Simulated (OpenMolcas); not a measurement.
# singlet O2F+: levels of theory compared

Aim: a comparison of 6 runs (B3LYP/6-31G*, B2PLYP/def2-TZVPPD, M06-2X/def2-TZVPPD, SVWN5/def2-TZVPPD, r2SCAN/def2-TZVPPD, CCSD(T)/def2-TZVPPD) of singlet O2F+. 

The calculation is run with OpenMolcas 26.06.

## Step 1: The molecule

O2F+ has 3 atoms, charge +1, and is taken as a singlet. SMILES of the parent species: `[O]OF`. The coordinates come from a PBE0-D4/def2-TZVP relaxation. That shape belongs to the parent species and isn't relaxed for this state.

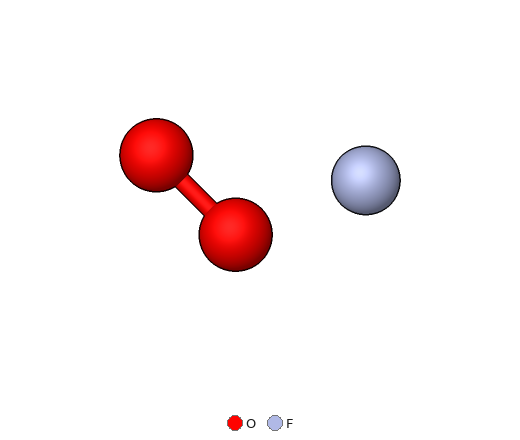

Viewed from a chosen angle; oxygen red, fluorine light blue.

## Step 2: The energy at B3LYP/6-31G(d) (spherical functions) (run 1)

The input, job.inp:

```
>>> EXPORT MOLCAS_PRINT=2
&GATEWAY
BASLIB = $CurrDir
COORD
3
angstrom
O        0.933400      -0.295440       0.482240
O        0.133270       0.497870       0.127930
F       -1.066650      -0.202430      -0.610160
BASIS = 6-31Gs
GROUP = NoSym
&SEWARD
GRIDINPUT
Grid=UltraFine
End of Grid
&SCF
CHARGE = 1
KSDFT = B3LYP
THRESHOLDS = 1e-10 1e-07 1e-07 1e-05
PRORBITALS = 1 1
```

The basis set 6-31G* is read from a file made from the Basis Set Exchange's data (not shown).

Command:

```bash
export MOLCAS_MEM=1860
pymolcas job.inp > job.log
```

Output:

```text
--- Start Module: gateway ---
[...]
--- Stop Module: gateway /rc=_RC_ALL_IS_WELL_ ---
--- Start Module: seward ---
[...]
      Basis functions           42
--- Stop Module: seward /rc=_RC_ALL_IS_WELL_ ---
--- Start Module: scf ---
[...]
       Convergence after  24 Iterations
[...]
::    Total KS-DFT energy                            -249.5814757201
[...]
      Total spin, S                                     0.0000000000
[...]
      Total electronic charge=   24.000000
      Total            charge=    1.000000
[...]
      Dipole Moment (debye):
      Origin of the operator (angstrom)=   -0.0628   -0.0119   -0.0359
                   X=  1.7199E+00               Y=  4.0723E-01               Z=  9.9270E-01           Total=  2.0272E+00
      Center of Charge (angstrom)
[...]
--- Stop Module: scf /rc=_RC_ALL_IS_WELL_ ---
[...]
```

It took 7.2 s on 1 thread of Arm Neoverse V2, shared host; peak memory 0.38 GiB.

## Step 3: The energy at B2PLYP/def2-TZVPPD (run 2)

The input, calc.inp:

```
&GATEWAY
  BasLib=$CurrDir
  BasisSet
  O.def2-TZVPPD....
  O1 0.933400 -0.295440 0.482240 angstrom
  O2 0.133270 0.497870 0.127930 angstrom
  End of Basis
  BasisSet
  F.def2-TZVPPD....
  F3 -1.066650 -0.202430 -0.610160 angstrom
  End of Basis

&SEWARD
  GridInput
  Grid=UltraFine
  End of Grid

&SCF
  Charge=1
  KSDFT=B2PLYP_SCF
  Thresholds=1e-10 1e-07 1e-07 1e-05
  PrOrbitals=1 1

&MBPT2
  Frozen=3
```

The basis set def2-TZVPPD is read from a file made from the Basis Set Exchange's data (not shown).

Command:

```bash
export MOLCAS_MEM=1860
pymolcas calc.inp > calc.log
```

Output:

```text
--- Start Module: gateway ---
[...]
--- Stop Module: gateway /rc=_RC_ALL_IS_WELL_ ---
[...]
      Basis functions          120
[...]
--- Start Module: scf ---
[...]
       Convergence after  23 Iterations
[...]
::    Total KS-DFT energy                            -249.2977804722
[...]
      Total spin, S                                     0.0000000000
[...]
      Total electronic charge=   24.000000
      Total            charge=    1.000000
[...]
      Dipole Moment (debye):
      Origin of the operator (angstrom)=   -0.0628   -0.0119   -0.0359
                   X=  1.8453E+00               Y=  4.0659E-01               Z=  1.0617E+00           Total=  2.1674E+00
      Center of Charge (angstrom)
[...]
--- Stop Module: scf /rc=_RC_ALL_IS_WELL_ ---
[...]
--- Start Module: mbpt2 ---
[...]
 ###    WARNING: MP2 implementation intended for RHF references only         ###
 ###############################################################################
MBPT2 WARNING: Reference function according to RunFile:KS-DFT
I'll assume you know what you're doing and continue
WARNING!
Default frozen orbitals as non valence orbitals is overwritten by user input.
Default values:   3
[...]
       Reference weight ( Cref**2 )         =        0.69906
::    Total MBPT2 energy                             -250.2954393285
[...]
      Total MBPT2 calculations                           0.60      0.66
--- Stop Module: mbpt2 /rc=_RC_ALL_IS_WELL_ ---
[...]
```

Wall time 41 s (1 thread of Arm Neoverse V2, shared host); peak memory 0.76 GiB.

## Step 4: The energy at M06-2X/def2-TZVPPD (run 3)

The input, test.input:

```
>>> EXPORT MOLCAS_PRINT=2

&gateway
  baslib = $CurrDir
  coord
  3
  bohr
  O      1.76387036    -0.55830069     0.91130153
  O      0.25184380     0.94083795     0.24175266
  F     -2.01567637    -0.38253726    -1.15303529
  basis = def2-TZVPPD
  group = NoSym

&seward
  gridinput
  Grid=UltraFine
  End of Grid

&scf
  charge = 1
  ksdft = M062X
  thresholds = 1e-10 1e-07 1e-07 1e-05
  prorbitals = 0
```

The basis set def2-TZVPPD is read from a file made from the Basis Set Exchange's data (not shown).

Command:

```bash
export MOLCAS_MEM=1860
pymolcas test.input > test.log
```

Output:

```text
--- Start Module: gateway ---
[...]
--- Stop Module: gateway /rc=_RC_ALL_IS_WELL_ ---
--- Start Module: seward ---
[...]
      Basis functions          120
--- Stop Module: seward /rc=_RC_ALL_IS_WELL_ ---
[...]
--- Start Module: scf ---
[...]
       Convergence after  25 Iterations
[...]
::    Total KS-DFT energy                            -249.5795949613
[...]
      Total spin, S                                     0.0000000000
[...]
      Total electronic charge=   24.000000
      Total            charge=    1.000000
[...]
      Dipole Moment (debye):
      Origin of the operator (angstrom)=   -0.0628   -0.0119   -0.0359
                   X=  1.9268E+00               Y=  4.7439E-01               Z=  1.1141E+00           Total=  2.2757E+00
      Center of Charge (angstrom)
[...]
--- Stop Module: scf /rc=_RC_ALL_IS_WELL_ ---
[...]
```

Run time: 56 s. Hardware: 1 thread of Arm Neoverse V2, shared host; peak memory 0.76 GiB.

Runs 4 to 5 aren't shown in full; the table further down has their settings and results.

## Step 5: A single-point energy at CCSD(T)/def2-TZVPPD (Cholesky decomposition) (run 6)

The input, run.inp:

```
&GATEWAY
BASLIB = $CurrDir
COORD
3
angstrom
O        0.933400      -0.295440       0.482240
O        0.133270       0.497870       0.127930
F       -1.066650      -0.202430      -0.610160
BASIS = def2-TZVPPD
GROUP = NoSym
&SEWARD
HIGH
&SCF
CHARGE = 1
THRESHOLDS = 1e-10 1e-07 1e-07 1e-05
PRORBITALS = 1 1
&CHCC
FROZEN = 3
THRESHOLD = 1e-08
MAXITERATIONS = 80
&CHT3
FROZEN = 3
```

The basis set def2-TZVPPD is read from a file made from the Basis Set Exchange's data (not shown).

Command:

```bash
export MOLCAS_MEM=1860
pymolcas run.inp > run.log
```

Output:

```text
--- Start Module: gateway ---
[...]
--- Stop Module: gateway /rc=_RC_ALL_IS_WELL_ ---
[...]
      Basis functions          120
[...]
       Convergence after  23 Iterations
[...]
::    Total SCF energy                               -248.5187220364
[...]
      Total spin, S                                     0.0000000000
[...]
      Total electronic charge=   24.000000
      Total            charge=    1.000000
[...]
      Dipole Moment (debye):
      Origin of the operator (angstrom)=   -0.0628   -0.0119   -0.0359
                   X=  1.5533E+00               Y=  1.9056E-01               Z=  8.7712E-01           Total=  1.7939E+00
      Center of Charge (angstrom)
[...]
--- Start Module: chcc ---
[...]
--- Stop Module: chcc /rc=_RC_ALL_IS_WELL_ ---
[...]
--- Start Module: cht3 ---
[...]
--- Stop Module: cht3 /rc=_RC_ALL_IS_WELL_ ---
[...]
```

Wall time 18 min (1 thread of Arm Neoverse V2, shared host); peak memory 0.32 GiB.

## Step 6: Overview of the runs

```
run                                         level  frozen core orbitals  integral approximation  energy (Eh)  HOMO energy (eV)  LUMO energy (eV)  HOMO–LUMO gap (eV)  wall time
  1            B3LYP/6-31G* (spherical functions)                     –                    none  -249.581476            -20.50            -16.54                3.96      7.2 s
  2                            B2PLYP/def2-TZVPPD                     3                    none  -249.567148            -22.34            -14.27                8.08       41 s
  3                            M06-2X/def2-TZVPPD                     –                    none  -249.579595            -22.38            -14.71                7.67       56 s
  4                             SVWN5/def2-TZVPPD                     –                    none  -248.059745            -18.95            -17.48                1.46       37 s
  5                            r2SCAN/def2-TZVPPD                     –                    none  -249.613499            -19.27            -17.34                1.93       53 s
  6  CCSD(T)/def2-TZVPPD (Cholesky decomposition)                     3                 CD high  -249.328494            -24.81            -10.36               14.44     18 min
```

## Step 7: Summary of results

```
                                          quantity          value
                               run 6: total energy  -249.32849 Eh
        run 6: HOMO energy (Hartree–Fock orbitals)      -24.81 eV
        run 6: LUMO energy (Hartree–Fock orbitals)      -10.36 eV
      run 6: HOMO–LUMO gap (Hartree–Fock orbitals)       14.44 eV
run 6: correlation energy (3 core orbitals frozen)     -809.8 mEh
                             run 6: (T) correction     -48.50 mEh
```

What this shows: Over runs 1, 2, 3, 4, 5 the HOMO–LUMO gap runs from 1.46 eV (SVWN5/def2-TZVPPD) to 8.08 eV (B2PLYP/def2-TZVPPD). A double hybrid's value is that of its SCF part. For B2PLYP the log adds the whole second-order term; the table takes 0.27 of it, as the functional is defined. Totals of different functionals can't be ranked against each other. All runs together took 22 min, the longest 18 min.
